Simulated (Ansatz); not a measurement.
One crystal and one scan (energy against volume) at two levels, PBE (plane waves to 420 eV, PAW, scalar-relativistic; Ansatz, a first-principles code) and r2SCAN (plane waves to 500 eV, PAW, scalar-relativistic; Ansatz), each from its own relaxed cell and on its own mesh. The cell shown is that of PBE.

Cs (bcc, W type)

```
CELL_PARAMETERS angstrom
     -3.07849     3.07849     3.07849
      3.07849    -3.07849     3.07849
      3.07849     3.07849    -3.07849
ATOMIC_POSITIONS crystal
  Cs 0.00000 0.00000 0.00000
```

Equation-of-state scan: isotropic scaling of the cell above, V₀ being its volume. Symmetry pins the atoms to their sites.

E stands for the smeared free energy. Cs was relaxed with its symmetry unable to fall. Percentages come from the unrounded values. Both scans cover V/V₀ from 0.900 to 1.100.

```json
[
 {"quantity": "Lattice constant a (Å)", "PBE": "6.157", "r2SCAN": "6.275", "PBE − r2SCAN": "-0.118 (-1.9 %)"},
 {"quantity": "Pressure at the smallest volume (GPa)", "PBE": "0.2", "r2SCAN": "0.2", "PBE − r2SCAN": "0.0"},
 {"quantity": "Energy cost of the largest compression (meV/atom)", "PBE": "8", "r2SCAN": "8", "PBE − r2SCAN": "0"},
 {"quantity": "Energy cost of the largest expansion (meV/atom)", "PBE": "6", "r2SCAN": "7", "PBE − r2SCAN": "-1"},
 {"quantity": "Bulk modulus B₀ (third-order Birch-Murnaghan fit) (GPa)", "PBE": "2.0", "r2SCAN": "1.8", "PBE − r2SCAN": "+0.2"},
 {"quantity": "Pressure derivative B₀′ (fit)", "PBE": "3.5", "r2SCAN": "3.5", "PBE − r2SCAN": "0.0"},
 {"quantity": "Pressure for 5 % compression (fit) (GPa)", "PBE": "0.1", "r2SCAN": "0.1", "PBE − r2SCAN": "0.0"}
]
```

PBE gives the lower value for: lattice constant a. They agree on: pressure derivative B₀′ (within 1.5 %). For the lattice constant a the reference is 6.039 Å (measured, corrected to the static lattice; as given in Gábor I. Csonka, John P. Perdew, Adrienn Ruzsinszky et al., Physical Review B (2009), arXiv:0903.4037): PBE lies nearer. For the bulk modulus B₀ the reference is 2.11 GPa (measured, corrected to the static lattice; as given in H. Levämäki, M. P. J. Punkkinen, K. Kokko et al., Physical Review B (2014), arXiv:1402.3671): within its tolerance of 11.1 % it doesn't tell which level is nearer. So large a difference may also come from another phase or state, or from a fault of the measured row.

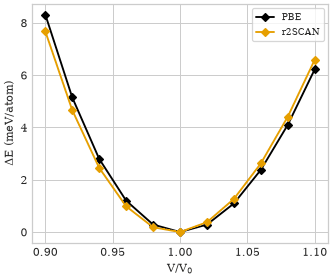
Figure: ΔE, each from the relaxed starting cell of its own level.

(Under strain, the slope of the energy per volume gives the stress and its curvature an elastic modulus.)
